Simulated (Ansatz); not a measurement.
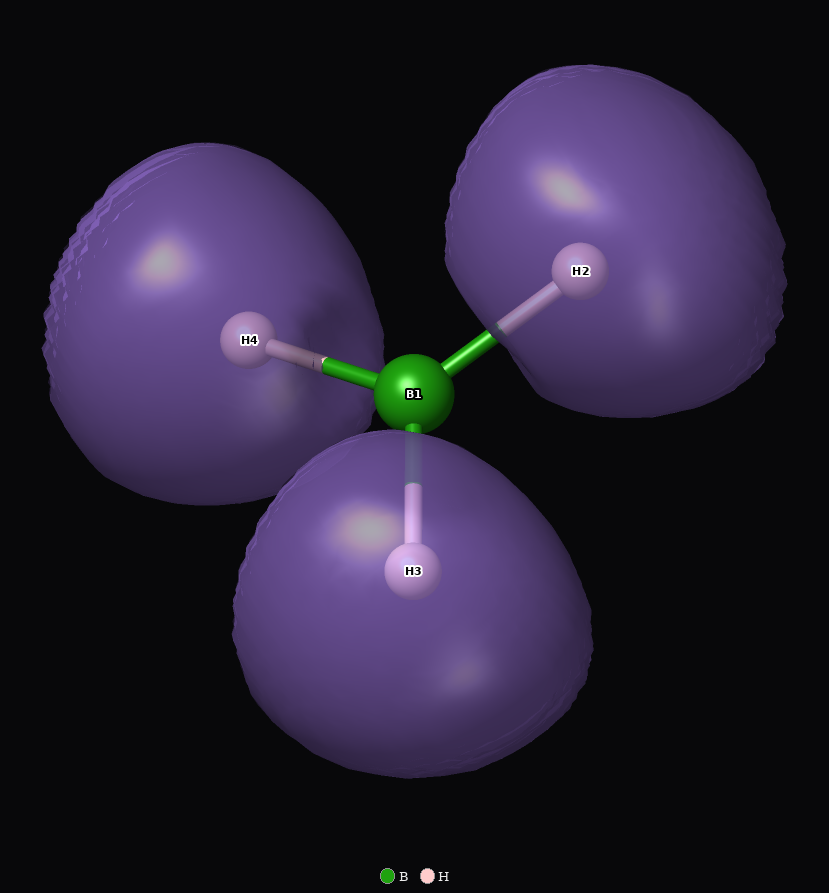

BH₃. Isosurface of the electron localisation function at 0.9 (purple), seen at an oblique angle. Core shells and regions of very low density are left out.

Computed with RKS PBE0-D4/def2-SVP (Ansatz).

The calculation's input:

```
crystal:
  periodic: [false, false, false]
  atoms:
    - { symbol: B, position_ang: [-0.972724, -7.0e-06, 0.319074] }
    - { symbol: H, position_ang: [1.321146, 1.3e-05, 0.978805] }
    - { symbol: H, position_ang: [1.41795, -1.3e-05, 0.264575] }
    - { symbol: H, position_ang: [-0.553872, 7.0e-06, -0.862355] }
basis:
  gaussian: { orbitals: def2-SVP }
hamiltonian:
  xc: pbe0
  dispersion: d4
relax:
  f_tol: 0.03
  max_steps: 50
output:
  orbitals: {}
```

Launched as:

```sh
ansatz run input.yaml --threads 1 --pin off --max-ram 2048MiB --backend cpu --events-out ev --progress --plain --runs-dir out
```

The fields are those of the relaxed geometry.

> Describe the localisation domains.

The surface consists of three regions around hydrogen nuclei. Profiles from the grid: B–H (1.21 Å): the ELF climbs to about 1 towards the hydrogen, as it does in any bond to H (a covalent bond by its length).
